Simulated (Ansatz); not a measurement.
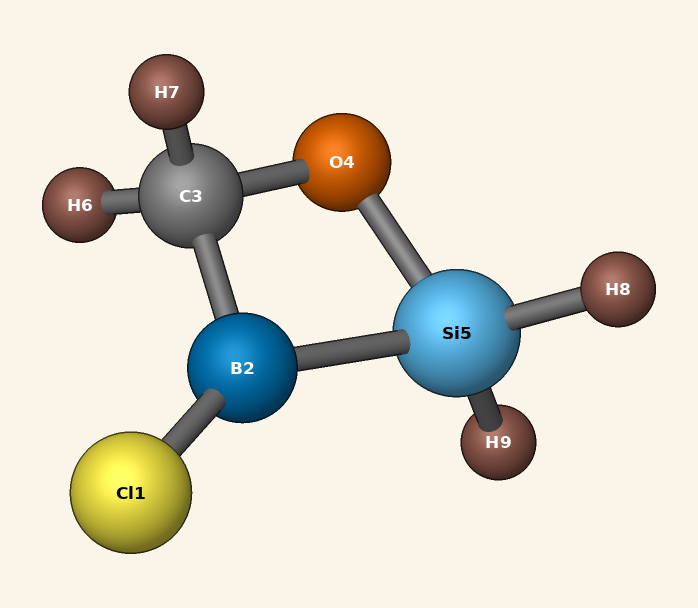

The questions are on Mulliken charges. The computed structure is the end point of a PBE0-D4/def2-TZVP optimisation. No frequency run is at hand to confirm it as a minimum. Method: RKS ωB97M-V/def2-TZVPP (Ansatz 0.2.0).

List the Mulliken charges.

| atom | value (e) |
| --- | --- |
| Cl1 | −0.06 |
| B2 | 0.02 |
| C3 | 0.01 |
| O4 | −0.39 |
| Si5 | 0.28 |
| H6 | 0.11 |
| H7 | 0.11 |
| H8 | −0.04 |
| H9 | −0.04 |

Mulliken values depend strongly on the basis set and can even reverse the polarity of a bond.
